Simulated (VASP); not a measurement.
Band structure of ZnO (wurtzite). All values below come from r2SCAN+rVV10, VASP's PBE PAW potentials (set 64) (plane waves; VASP 6.6.1).

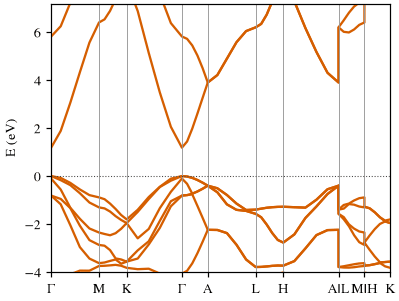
Fig. 1. Bands along high-symmetry lines, zero at the valence-band maximum or, without a gap, the Fermi level

Question: Read the plot: is there a gap, and where are the band edges?

Answer: The gap is direct, 1.18 eV, from the valence maximum at Γ to the conduction minimum at Γ.

Measured: gap 3.60 eV (computed value off by -2.42 eV), as given by Wei Chen et al., Physical Review Materials (2018), doi:10.1103/physrevmaterials.2.073803 [zero-point renormalisation of 0.16 eV added back (the table's ZPR column)].

The compound is ZnO in the wurtzite structure. It was relaxed first.
